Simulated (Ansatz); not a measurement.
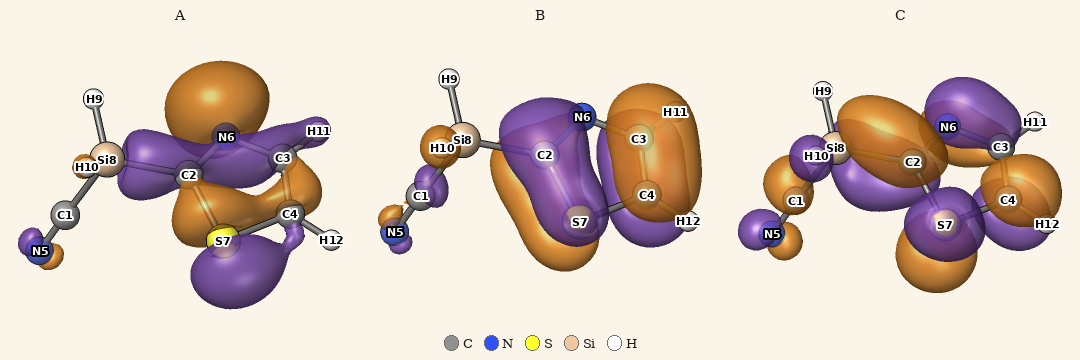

Figure. C₄H₄N₂SSi. Three frontier orbitals at ±0.08 Å⁻³ᐟ² (orange and purple are the two phases), in no order.

Geometry: PBE-D3(BJ)/def2-SVP.

Level of theory: isolated molecule in a Gaussian basis; Kohn-Sham density functional theory, functional PBE0 (Ansatz 0.2.0).

```json
{"atom": "C", "x (Å)": "-2.5610", "y (Å)": "-1.3281", "z (Å)": "-1.0574"}
{"atom": "C", "x (Å)": "-0.5187", "y (Å)": "0.9133", "z (Å)": "-0.8125"}
{"atom": "C", "x (Å)": "0.0042", "y (Å)": "2.9000", "z (Å)": "0.0362"}
{"atom": "C", "x (Å)": "-0.4177", "y (Å)": "3.3296", "z (Å)": "-1.2106"}
{"atom": "N", "x (Å)": "-3.7057", "y (Å)": "-1.5501", "z (Å)": "-1.1911"}
{"atom": "N", "x (Å)": "-0.0576", "y (Å)": "1.5502", "z (Å)": "0.2475"}
{"atom": "S", "x (Å)": "-0.9135", "y (Å)": "1.9824", "z (Å)": "-2.1635"}
{"atom": "Si", "x (Å)": "-0.7439", "y (Å)": "-0.9511", "z (Å)": "-0.8598"}
{"atom": "H", "x (Å)": "-0.2718", "y (Å)": "-1.5424", "z (Å)": "0.4279"}
{"atom": "H", "x (Å)": "-0.0630", "y (Å)": "-1.5667", "z (Å)": "-2.0455"}
{"atom": "H", "x (Å)": "0.3705", "y (Å)": "3.5635", "z (Å)": "0.8331"}
{"atom": "H", "x (Å)": "-0.4604", "y (Å)": "4.3530", "z (Å)": "-1.6032"}
```

Q: Order the three orbitals by energy and name them.

A: A is the HOMO−1 (−8.42 eV). It lies mainly on N6 (about 60 %), S7 (about 15 %), C2 (about 10 %) and C3 (about 5 %). B is the HOMO (−7.78 eV). By Hirshfeld shares it lies mainly on C3 (about 25 %), C4 (about 25 %), C2 (about 20 %) and S7 (about 15 %). C is the LUMO (−1.91 eV). Its weight (Hirshfeld) is mainly on S7 (about 20 %), C2 (about 20 %), C4 (about 15 %), N6 (about 15 %), Si8 (about 10 %) and C3 (about 5 %).

Q: What is the HOMO–LUMO gap?

A: 5.87 eV between the orbital energies.
